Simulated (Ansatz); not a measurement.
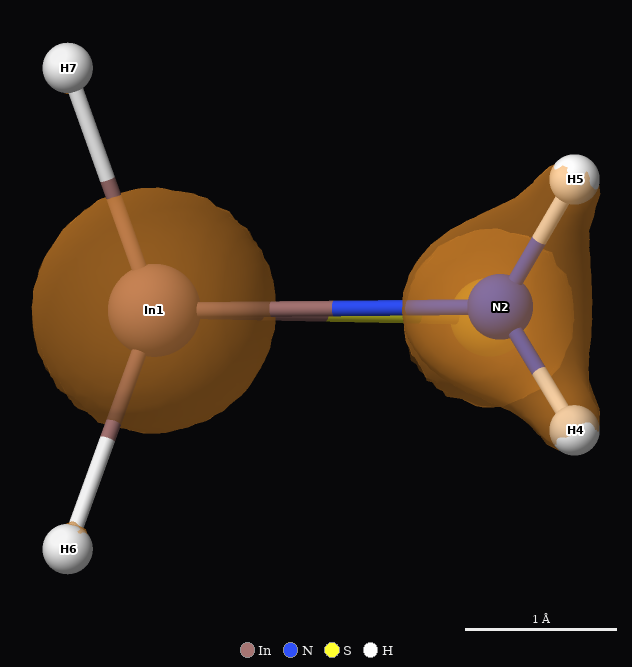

Figure 1: H₄InNS (SMILES [NH2+]1[S][InH2-]1). Isosurface of the electron density at 1.5 e/Å³ (orange), seen across its widest extent.

Geometry: BLYP-D3(BJ)/def2-SVP; core potentials replace the inner electrons of In.

Theory: isolated molecule in a Gaussian basis; Kohn-Sham density functional theory, functional PBE0 (Ansatz).

Input

```
crystal:
  periodic: [false, false, false]
  atoms:
    - {symbol: In, position_ang: [0.818435, -1.316147, 0.162110]}
    - {symbol: "N", position_ang: [0.633538, 1.062456, 0.101188]}
    - {symbol: S, position_ang: [-1.071444, 0.367291, -0.079791]}
    - {symbol: H, position_ang: [0.879094, 1.629473, -0.721778]}
    - {symbol: H, position_ang: [0.691465, 1.657183, 0.939057]}
    - {symbol: H, position_ang: [1.497126, -1.775070, -1.366607]}
    - {symbol: H, position_ang: [1.137595, -1.721251, 1.818089]}
basis:
  gaussian:
    orbitals: def2-TZVPD
hamiltonian:
  xc: {name: PBE0}
output: {forces: true, orbitals: {seedname: orbitals}}
```

Command:

```sh
ansatz run input.yaml --threads 1 --pin off --max-ram 2610MiB --events-out events.jsonl --progress --plain --runs-dir runs
```

### How is the density connected at this value?

At this value the surface falls into five separate pieces. It bridges the sampled N–H (1.03 Å) contacts, where the density stays above the isovalue. It is pinched off along the sampled S–N (1.85 Å), In–N (2.39 Å) and In–S (2.54 Å) contacts. On the grid the lowest density along these lines, outside the cores, is 1 e/Å³ (S–N, 1.85 Å), 0.34 e/Å³ (In–N, 2.39 Å), 0.4 e/Å³ (In–S, 2.54 Å) and 2.2 e/Å³ (N–H, 1.03 Å).
